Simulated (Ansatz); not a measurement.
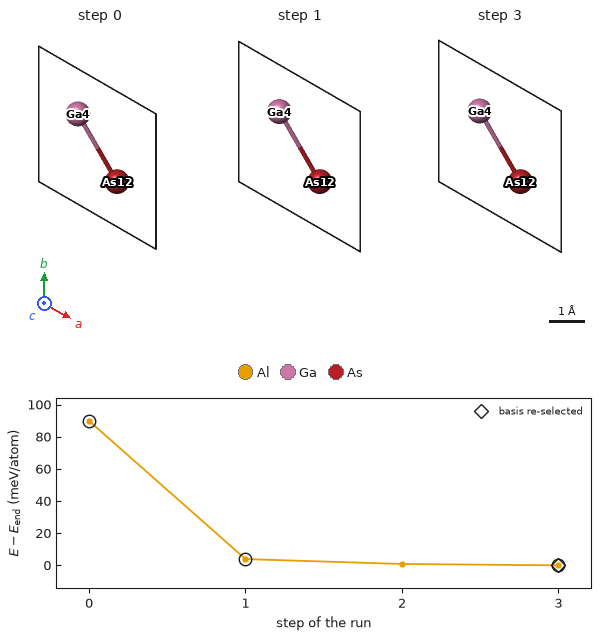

Frames of a relaxation of solid AlGa2As3 (a generated structure, set up in P6_3mc) (coarse preliminary run), marked on the history of the run. The picture is a ball-and-stick view of the cell of the calculation, seen along the c axis.

The calculation used DFT PBE, scalar-relativistic, plane waves, PAW (Ansatz). (plane-wave cutoff 420 eV; k-point mesh 6 × 6 × 1; occupations gaussian; smearing width 0.1 eV; no spin polarisation; cell and atoms relaxed; force threshold 0.04 eV/Å; at most 70 steps)

What happens along the run?

The energy falls by 89.9 meV per atom in 2 accepted moves (3 points after the start). The largest force component goes from 0.1 to 0.017 eV/Å. Pressure: 11.17 GPa at the start and 0.37 GPa at the end. The SCF was repeated once at an unchanged geometry on a basis and grid sized afresh for the cell, which shifted the energy by 0.8 meV per atom at most. The largest moves relative to the cell, 0.009 Å, are those of As atoms. Largest moves by element: As 0.009 Å, Al 0.009 Å, Ga 0.004 Å. Cell: a = b 3.872 → 4.041 Å (+4.4 %), c 19.155 → 19.939 Å (+4.1 %). Volume +13.4 %. Some distances before and after: As–Ga 2.376 → 2.479 Å, As–Ga 2.388 → 2.491 Å, Al–As 2.388 → 2.488 Å, Al–As 2.376 → 2.473 Å. The space group stays P6_3mc (No. 186). The run took 82 s on 1 thread of Arm Neoverse V2 (shared host), peak memory 0.55 GiB. From step 0 to 1: volume +11.0 %, energy −86.0 meV per atom. From step 1 to 3: volume +2.1 %, energy −3.9 meV per atom.
